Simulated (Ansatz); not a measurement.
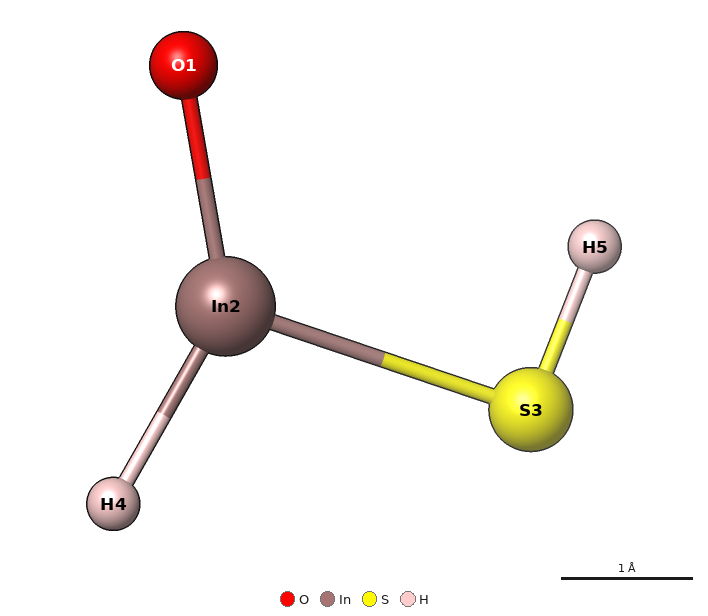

Orthographic view. Distant atoms are faded towards the background colour. State: charge −1, singlet. The geometry was computed by an optimisation with PBE0-D4/def2-TZVPD. No frequency run is at hand to confirm it as a minimum.

Write a Z-matrix (Å, degrees) in the order of the atom numbers, with these reference atoms: 2 to 1; 3 to 2, 1; 4 to 2, 1, 3; 5 to 3, 2, 4.

```
O  
In   1   1.887
S    2   2.525   1   119.1
H    2   1.745   1   139.8   3   180.0
H    3   1.343   2    92.6   4   180.0
```
